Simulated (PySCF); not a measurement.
Cl3H5P2Si3 (SMILES Cl[Si](Cl)(Cl)[SiH]1P[SiH2]P1)

Input

```
{"job": {"kind": "nmr", "xc": "PBE0", "basis": "pcSseg-1"}, "charge": 0, "multiplicity": 1}
Cl     3.606129    -1.084617    -0.758075
Si     2.362950     0.294896     0.032632
Cl     3.201138     2.111318    -0.236438
Cl     2.250687    -0.044319     2.028867
Si     0.262735     0.192379    -0.960282
P     -0.901966    -1.740819    -0.683694
Si    -2.421486    -0.353503     0.267963
P     -1.328519     1.590988    -0.134493
H      0.341162     0.440061    -2.407169
H     -0.292012    -2.110978     0.503991
H     -3.667679    -0.386043    -0.492688
H     -2.638507    -0.614272     1.689470
H     -0.779019     1.705397     1.132186
```

Command:

```sh
OMP_NUM_THREADS=1 python probes_run.py task.json out
```

Geometry: GFN2-xTB.

The calculation used PBE0/pcSseg-1, SCF density, gas phase, non-relativistic (PySCF 2.14.0).

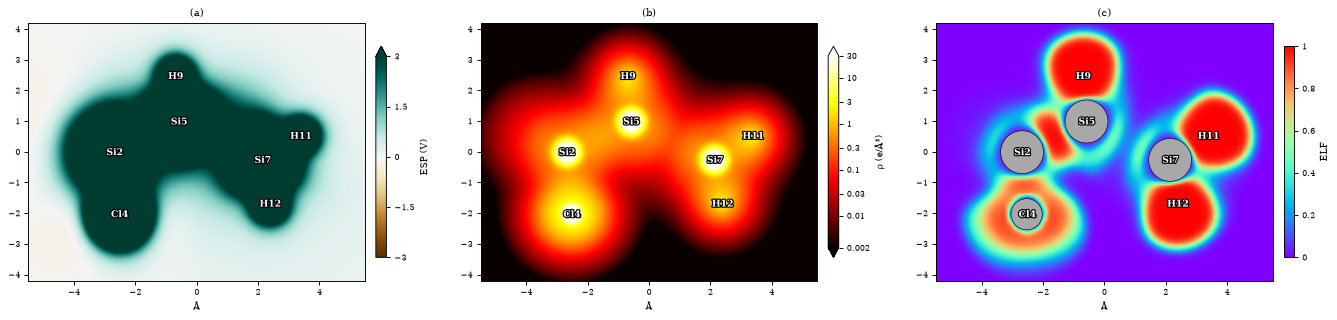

Figure 1. (a) molecular electrostatic potential; (b) total electron density; (c) electron localisation function on the plane of atoms Cl4, Si2 and Si5. Grey discs cover the atomic cores in the ELF map.

Q: What do the fields say about this system?

A: The plane passes through Si, Cl and H nuclei. Si–Cl (2.03 Å): the density is about 0.96 e/Å³ at the midpoint; the ELF peaks at about 0.90 between the atoms: a shared but strongly polarised pair. Si–Si (2.33 Å): ρ at the midpoint is about 0.67 e/Å³; the ELF peaks at about 1 between the atoms; localised, covalent bonding. Si–H (1.46 Å): the density is about 0.82 e/Å³ at the midpoint; the ELF climbs to about 1 towards the hydrogen, as it does in any bond to H. The ELF also peaks beside Cl4, away from the bonds: lone-pair regions. The potential has no marked negative region in this plane.

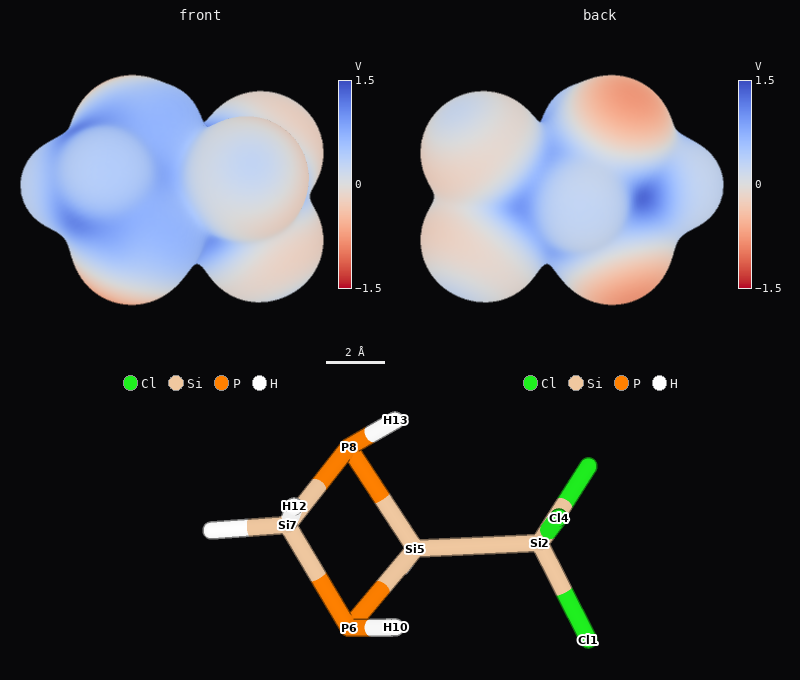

Figure 2. The molecular electrostatic potential painted on the density surface at 0.001 e/bohr³, seen from the front and from behind; red is negative and blue positive. The bare structure is drawn below in the same view.

Q: Which sites attract a positive test charge, and which a negative one?

A: A positive charge is drawn to the negative regions and a negative charge to the positive ones. The most negative region (about −0.7 V) lies over P6 and P8, the most positive (about +1.1 V) over Si5 and Si7.
